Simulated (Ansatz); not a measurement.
Electronic density of states of amorphous Si24O49K2, density 2.17 g/cm³, on a 2×2×2 Γ-centred mesh with a Gaussian width of 0.1 eV; energies count from the Fermi level, whose place inside the gap is arbitrary. Cell and mesh are small, so fine structure isn't converged. The numbers are results of PBE, scalar-relativistic without spin-orbit coupling (plane waves to 420 eV, PAW; Ansatz, a program for electronic structure), not measurements. Sampling: a 2×2×2 Γ-centred mesh; Fermi-Dirac width 0.02 eV; no spin polarisation. At PBE the levels at the filled edge of the gap are localised (band-tail or defect states), and the nearest spread-out levels lie 5.3 eV apart at the zone centre.

Preparation: random packing, a CHGNet melt and quench, and a DFT relaxation. O atoms were pushed apart under 1.9 Å during the dynamics, to hinder bonds among them. The hot cell started wider than the set density and was brought back towards it in steps. It is the lowest in DFT energy of 2 quenches. It is a model cell: composition and starting density were chosen by hand, and all elements were melted together. No dispersion term was used. Its density started from a set value of 2.21 and ended at 2.17 g/cm³. The quench (nominally 480 K/ps over its main leg) was far faster than any real one, so the model tends to hold more defects than a real film. Values belong to this one cell and scatter from quench to quench. The volume was free in the relaxation, at fixed shape. Stress components on the final sampling reach 2.8 GPa.

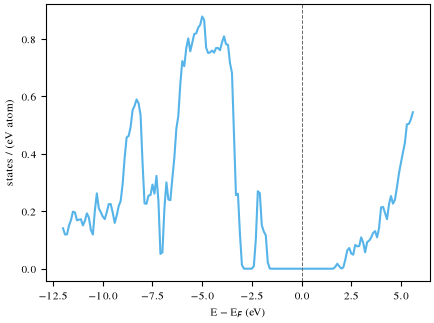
Figure: Density of states per atom

The level gap on this mesh is 3.65 eV; the broadening fills part of it in the curve.
